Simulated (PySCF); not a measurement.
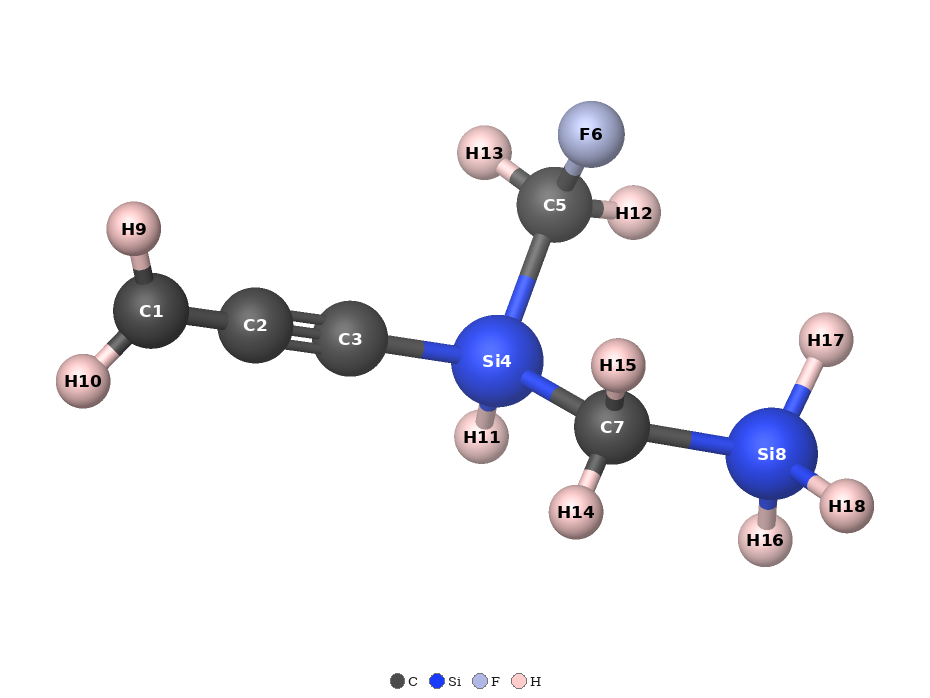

The species is neutral and a spin doublet. The geometry was computed by an optimisation with GFN2-xTB. No frequency run is at hand to confirm it as a minimum. Computed with UKS B3LYP, pcH-1 on C F H Si, non-relativistic (PySCF 2.14.0). Fermi-contact and spin-dipolar terms alone, no spin-orbit part.

Question. Which nucleus has the largest dipolar (anisotropic) hyperfine coupling?

Answer. 13C at C1: principal values −57.4, −56.4, 113.8 MHz.

List the isotropic and dipolar parts for the most strongly coupled nuclei, one of each equivalent set.

| atom | isotope | a_iso (MHz) | dipolar part (MHz) |
| --- | --- | --- | --- |
| C1 | 13C | 60.0 | −57.4, −56.4, 113.8 |
| C3 | 13C | 45.6 | −45.6, −35.0, 80.6 |
| H9 | 1H | −50.6 | −26.5, −0.9, 27.5 |
| H10 | 1H | −50.6 | −26.5, −0.9, 27.5 |
| C2 | 13C | −60.2 | −22.0, −1.5, 23.5 |
| F6 | 19F | 0.5 | −3.2, −2.3, 5.5 |
| C7 | 13C | 19.1 | −2.3, −2.2, 4.6 |
| H11 | 1H | 7.8 | −2.0, −1.6, 3.6 |

The geometry is semi-empirical. Around Si such bond lengths and angles can be off by a tenth of an ångström or more and by several degrees, and values that hang on the shape move with them.
